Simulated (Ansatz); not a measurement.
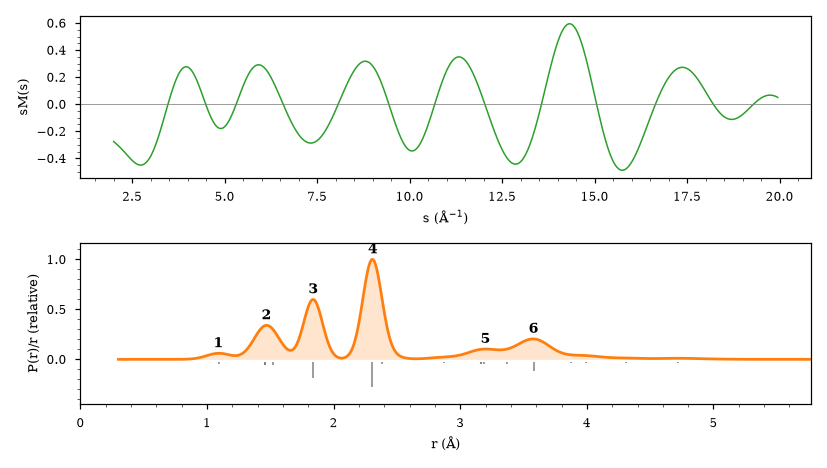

Simulated gas electron diffraction: reduced molecular intensity sM(s) from the Debye equation in the first Born approximation (top) and the radial distribution curve (bottom) of AlH₅NSi (spin multiplicity 2). Each pair of atoms contributes with weight ZᵢZⱼ/r (bars below the curve); damping constant 0.0015 Å²; vibrational amplitudes assumed, not computed: 0.05 Å for bonds, 0.078 Å for bonds to H, 0.06 + 0.015 r up to 0.15 Å for other pairs. The geometry is the end point of an optimisation (Ansatz, UKS PBE/STO-3G); it may be a saddle point or a higher isomer. SMILES: [NH][AlH][SiH3].

> Read the positions of the numbered peaks and name the main pairs (– for bonds).

Peak 1, 1.09 Å: N–H 1.09 Å
Peak 2, 1.47 Å: Si–H 1.46 Å (×3), Al–H 1.52 Å, not resolved
Peak 3, 1.84 Å: Al–N 1.84 Å
Peak 4, 2.31 Å: Si–Al 2.30 Å
Peak 5, 3.20 Å: Al···H 3.16–3.19 Å (×3); in its flanks N···H 2.87 Å
Peak 6, 3.58 Å: Si···H 3.37 Å, Si···N 3.58 Å, not resolved; in its flanks Si···H 3.99 Å
